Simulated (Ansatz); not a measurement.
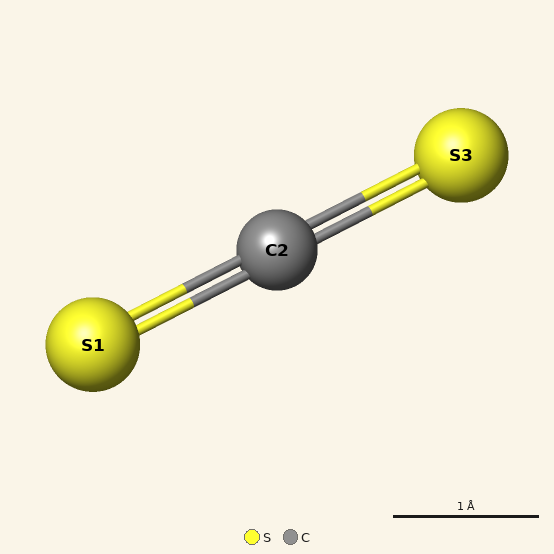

(Drawn from a calculation with Ansatz.)

Geometry: moved along internal coordinates away from the minimum.

Give these bond angles: S1–C2–S3.

```csv
angle,degrees
S1–C2–S3,180.0
```
